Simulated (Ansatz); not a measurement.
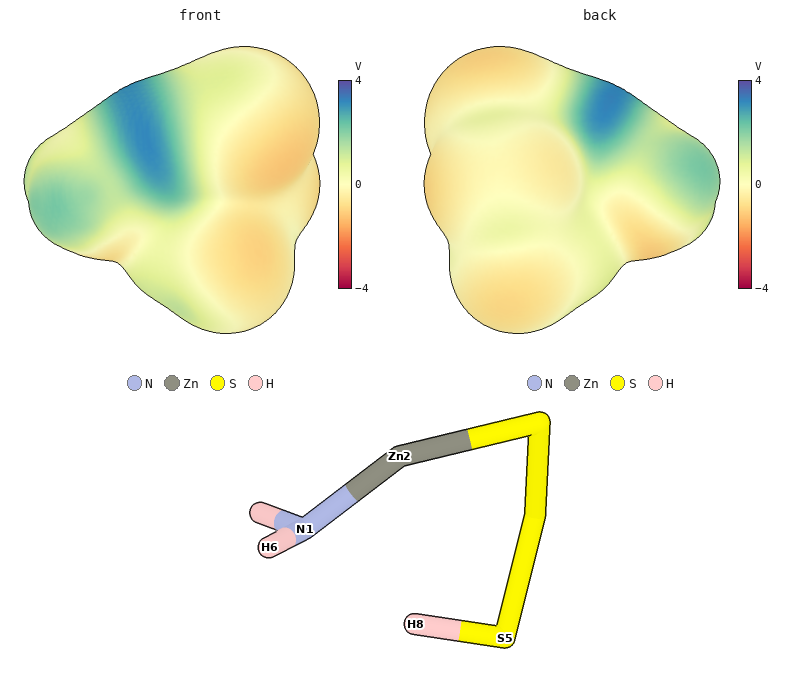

H₃NS₃Zn. The electrostatic potential painted on the density surface at 0.004 e/bohr³, seen from the front and from behind; red is negative and blue positive. The bare structure is drawn below in the same view.

All numbers below come from RKS PBE0-D4/def2-SVP in Ansatz.

```xyz
8

N     0.0944    1.4946   -0.2250
Zn    1.0557    0.1827    0.6215
S     1.4353   -1.8590    1.2937
S     0.2764   -2.2621   -0.4563
S    -1.6370   -1.5424   -0.1165
H    -0.2604    2.2632    0.3402
H     0.4842    1.9001   -1.0735
H    -1.3564   -0.2341   -0.4397
```

### Describe the electrostatic potential map.

The most negative region (about −1.1 V) lies over S3, the most positive (about +3.2 V) over Zn2.
